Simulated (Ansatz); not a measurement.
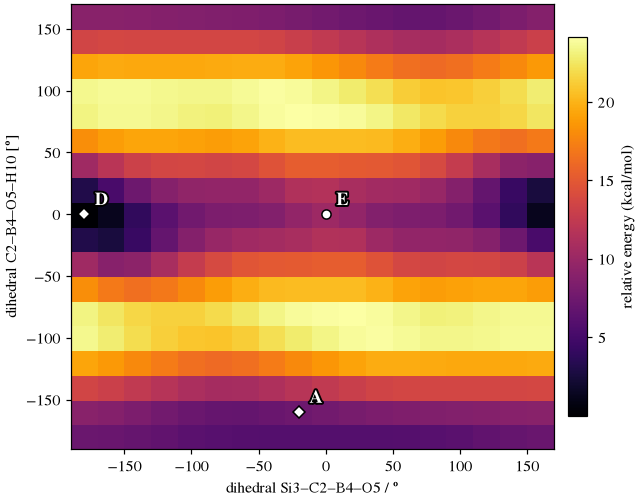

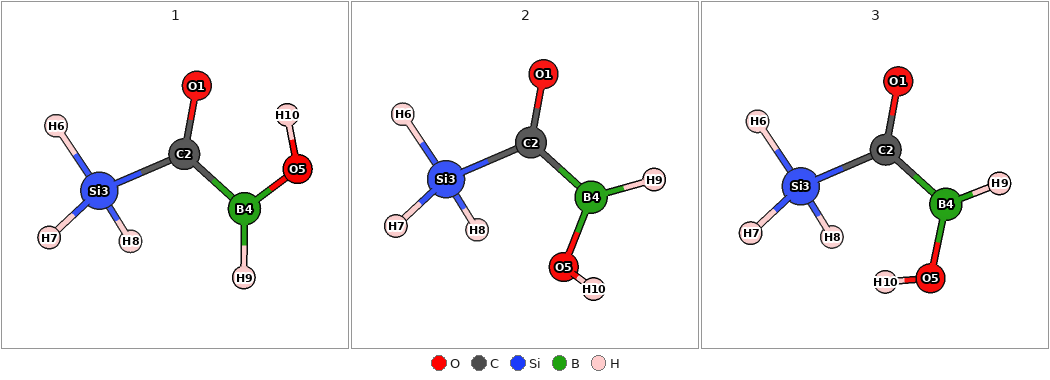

CH₅BO₂Si, SMILES O=C([SiH3])BO. First axis: dihedral Si3–C2–B4–O5. Second axis: dihedral C2–B4–O5–H10. Nothing is relaxed (all other coordinates rigid). The scan uses an 18 × 18 grid. Energies are in kcal/mol, from the relaxed molecule at the same level. Theory: RKS PBE0-D4/def2-SVP in Ansatz.

The picture shows one coloured cell a grid point, lettered points. The numbered pictures are the structures at these points, in random order.

Which structure belongs to which point?

Answer. A is structure 2: dihedral Si3–C2–B4–O5 = −20°, dihedral C2–B4–O5–H10 = −160°, 7.4 kcal/mol; D is structure 1: dihedral Si3–C2–B4–O5 = −180°, dihedral C2–B4–O5–H10 = 0°, 0.0 kcal/mol; E is structure 3: dihedral Si3–C2–B4–O5 = 0°, dihedral C2–B4–O5–H10 = 0°, 10.2 kcal/mol.
